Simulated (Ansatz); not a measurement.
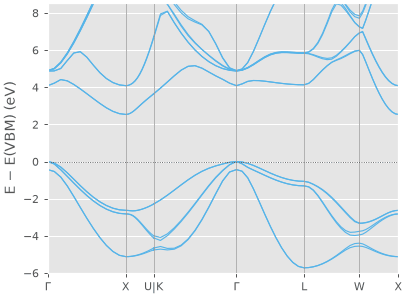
Fig. 1. Band structure from the program Ansatz at the PBE with spin–orbit coupling level (PAW)

Question: Read off the gap and where the band edges lie.

Answer: About 2.5 eV (2.53 eV by a search for the band edges); maximum at Γ, minimum at X.

The material is BeSe (zinc blende, space group No. 216).

Space group F-43m (zinc blende). The cell was relaxed with PBE under the symmetry of its start.

Potentials: the earlier of the program's two PAW sets.
